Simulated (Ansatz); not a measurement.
## Fields on a plane of CeO2 (fluorite)

```
CeO2
1.0
    0.00000     2.69903     2.69903
    2.69903     0.00000     2.69903
    2.69903     2.69903     0.00000
Ce O
1 2
Direct
  0.00000   0.00000   0.00000
  0.25000   0.25000   0.25000
  0.75000   0.75000   0.75000
```

The slice is a {111} plane (indices of the conventional cell) through the point (0.000, 0.000, 0.000) (fractional), spanned by u = [100] and v = [-1 2 0] in vectors of this cell: u (3.82 Å) and v (6.61 Å, at 90° to u). It covers one period; positions are fractions (u, v).

Atoms on it: Ce at (0.00, 0.00); Ce at (0.50, 0.50). Other atoms lie within 1 Å of the plane.

Calculation: PBEsol (plane waves to 420 eV, PAW, scalar-relativistic; Ansatz, a first-principles code). k mesh 11×11×11. These are valence fields of a PAW run, semicore shells included where kept as valence: close to a nucleus they are smooth pseudo fields. CeO2 is run without spin polarisation. CeO2 was relaxed with its symmetry unable to fall. The filling of the f shell was not checked against other fillings, so treat energies with care.

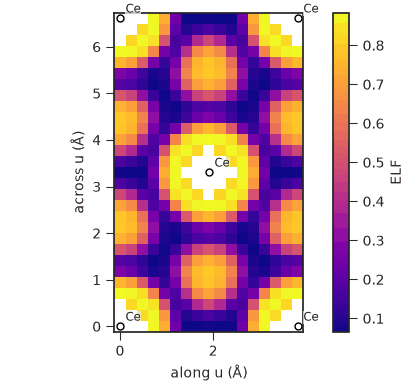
*Electron localisation function (ELF), one period of the plane, atoms marked. Points within 0.5 Å of a nucleus are left white, as the pseudised field means little there.*

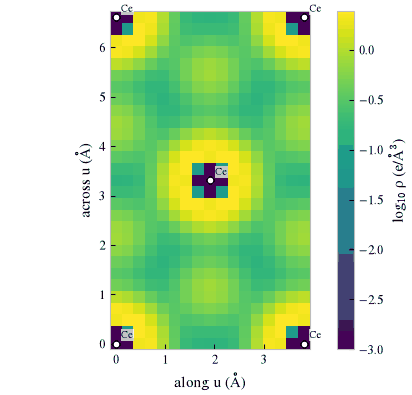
Figure. Log₁₀ of the valence density in e/Å³, one period of the plane, atoms marked. The scale is logarithmic, as a density can span decades between atoms and voids; values under 0.001 e/Å³ are set to 0.001.
